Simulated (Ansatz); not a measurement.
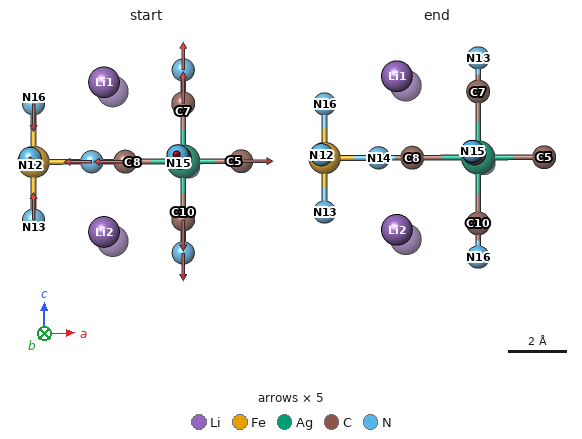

The structure of a crystal of Li$_{2}$FeAgC$_{6}$N$_{6}$ (a generated structure, set up in Fm-3m) (coarse preliminary run) before (left) and after (right) a relaxation, at one scale. The red arrows give the displacements (the part carried along by the change of the cell is left out), 5 times their true length.

The picture is a ball-and-stick view of the atoms within 4.2 Å of the atom that moves most (axes of the conventional cell (4 times the calculation's cell)), seen from a free direction. Lengths and directions refer to the drawn axes.

The calculation used DFT PBE, scalar-relativistic, plane waves, PAW in Ansatz. Settings: plane-wave cutoff 420 eV; k-point mesh 4 × 4 × 4; occupations gaussian; smearing width 0.1 eV; collinear spin; cell and atoms relaxed; force threshold 0.04 eV/Å; at most 70 steps.

### Summarise the run.

The largest moves relative to the cell, 0.23 Å, are those of C atoms. Largest moves by element: C 0.23 Å, N 0.20 Å. Ag and Li and Fe stay in place. Cell: a = b = c 10.444 → 10.719 Å (+2.6 %). Volume +8.1 %. Among the contacts that change: Ag–C 2.022 → 2.301 Å, Fe–N 2.030 → 1.885 Å. The space group stays Fm-3m (No. 225). After 4 accepted moves (5 points after the start) the energy has fallen by 193 meV per atom. The largest force component goes from 2.7 to 0.016 eV/Å. The pressure goes from 6.21 to 0.33 GPa. The SCF was repeated once at an unchanged geometry on a basis and grid sized afresh for the cell, which shifted the energy by 4.0 meV per atom at most. The run may lie on a higher electronic state than the lowest, so the end point isn't shown to be the ground-state structure.
